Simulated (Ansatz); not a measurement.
SiH4···SiH4

Input file:

```
crystal:
  periodic: [false, false, false]
  atoms:
    - { symbol: Si, position_ang: [-0.347599, 0.18821, -0.47707] }
    - { symbol: Si, position_ang: [-0.295719, -0.184892, 2.933046] }
    - { symbol: H, position_ang: [-0.83342, -0.649529, 4.255588] }
    - { symbol: H, position_ang: [0.757531, -1.14388, 2.473067] }
    - { symbol: H, position_ang: [0.307119, 1.177403, 3.098303] }
    - { symbol: H, position_ang: [0.745798, 0.813759, 0.332856] }
    - { symbol: H, position_ang: [-0.292371, 0.72145, -1.878494] }
    - { symbol: H, position_ang: [-0.158372, -1.297681, -0.502125] }
    - { symbol: H, position_ang: [-1.636269, 0.484491, 0.172774] }
    - { symbol: H, position_ang: [-1.379498, -0.109331, 1.935456] }
basis:
  gaussian: { orbitals: "6-31G*" }
hamiltonian:
  xc: pbe
  dispersion: d4
relax:
  f_tol: 0.03
  max_steps: 50
output:
  orbitals: {}
```

Run with:

```sh
ansatz run input.yaml --threads 1 --pin off --max-ram 2048MiB --backend cpu --events-out ev --progress --plain --runs-dir out
```

The fields are those of the relaxed geometry.

Computed with RKS PBE-D4/6-31G* in Ansatz 0.2.0.

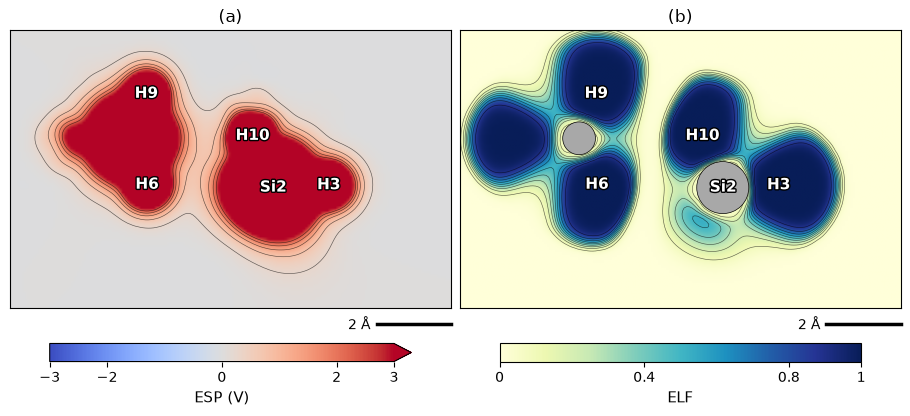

Figure 1. (a) molecular electrostatic potential; (b) electron localisation function on the plane of atoms H3, Si2 and H10. Grey discs cover the atomic cores in the ELF map.

Interpret the plot.

Answer. Atoms in the plane: Si and H. Si–H (1.50 Å): the ELF climbs to about 1 towards the hydrogen, as it does in any bond to H. The potential has no marked negative region in this plane.

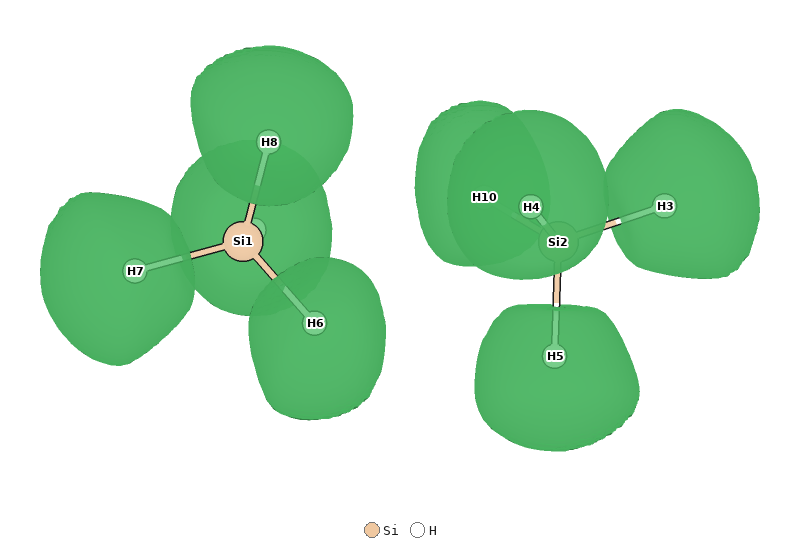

Figure 2. Isosurface of the ELF at 0.85 (green), seen from one side. Only the valence region is drawn (cores and ρ < 0.01 e/Å³ removed).

What do the ELF domains correspond to?

Answer. At this value the surface marks out eight regions around hydrogen nuclei. Along the contacts the grid gives the following. Si1···Si2 (4.12 Å): the ELF dips to about 0 between them; a non-bonded, intermolecular contact.

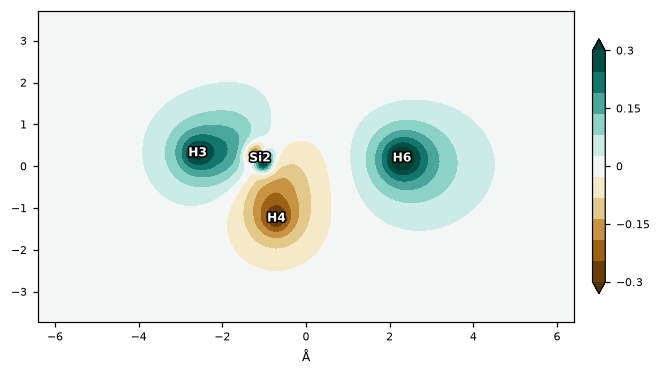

Figure 3. The HOMO−1 on the plane of atoms H3, Si2 and H4 (values in Å⁻³ᐟ²; the overall sign is arbitrary).

Where does this orbital lie, and at what energy?

Answer. By Hirshfeld shares it lies mainly on Si2 (about 20 %), Si1 (about 20 %), H9 (about 15 %), H5 (about 10 %), H6 (about 10 %) and H10 (about 10 %). Its energy is −8.36 eV.

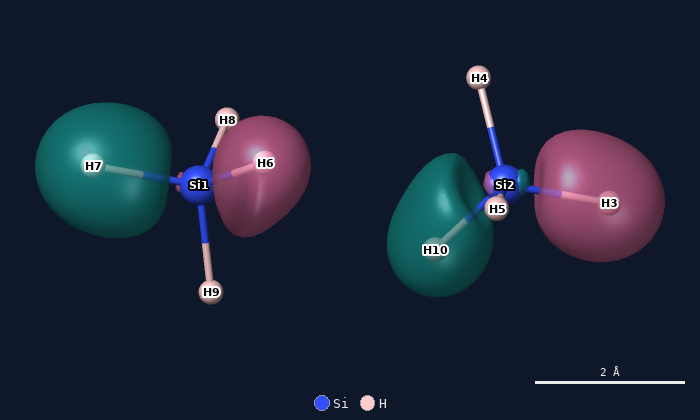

Figure 4. The HOMO at ±0.15 Å⁻³ᐟ² (teal and pink are the two phases), seen across its widest extent.

What is the character of this orbital?

Answer. By Hirshfeld shares it lies mainly on Si1 (about 20 %), Si2 (about 20 %), H7 (about 20 %), H3 (about 15 %), H10 (about 10 %) and H6 (about 10 %). Its energy is −8.24 eV.
